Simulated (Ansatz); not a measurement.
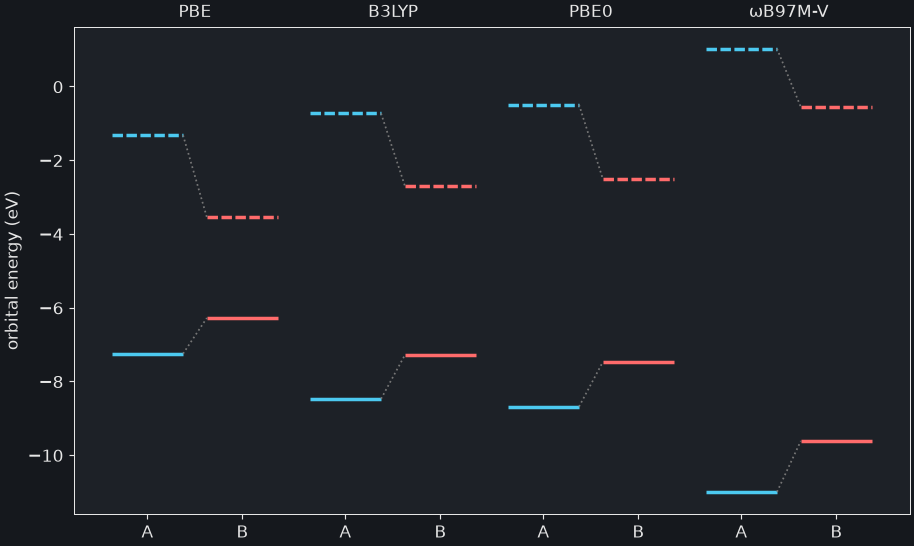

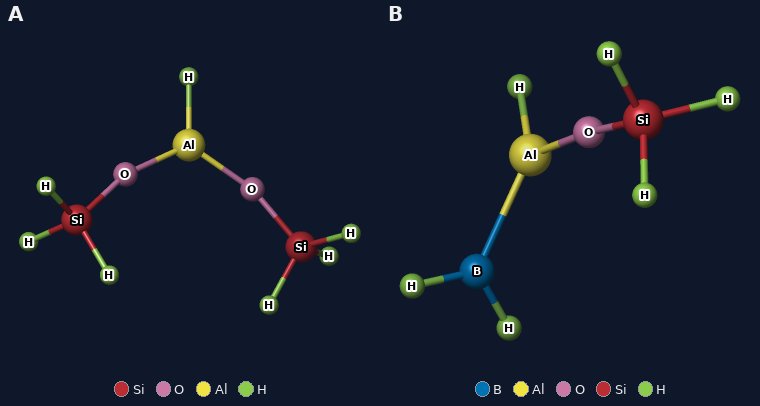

One change: A, AlSi₂H₇O₂ (SMILES [SiH3][O][AlH][O][SiH3]), becomes B, AlBSiH₆O (SMILES [BH2][AlH][O][SiH3]). SiH₃O (bound through O) on Al is replaced by BH₂. HOMO (solid) and LUMO (dashed) computed in def2-TZVPP at PBE0-D4/def2-TZVP geometries, both minima by their frequencies, gas phase, the Ansatz code 0.2.0. Empty levels above zero depend strongly on the basis.

**What does the change do to HOMO and LUMO?**

PBE: the HOMO rises by 0.97 eV, the LUMO falls by 2.23 eV, and the separation goes from 5.93 to 2.73 eV. B3LYP: the HOMO rises by 1.18 eV, the LUMO falls by 1.96 eV, and the separation goes from 7.74 to 4.60 eV. PBE0: the HOMO rises by 1.21 eV, the LUMO falls by 2.01 eV, and the separation goes from 8.19 to 4.97 eV. ωB97M-V: the HOMO rises by 1.38 eV, the LUMO falls by 1.58 eV, and the separation goes from 12.02 to 9.06 eV.

**Do the functionals agree on the effect?**

They agree on the direction for both levels; the HOMO shift lies between 0.97 and 1.38 eV and the LUMO shift between −2.23 and −1.58 eV, while the separations themselves differ by up to 6.3 eV between functionals.

Caveats: one conformer of each flexible molecule.
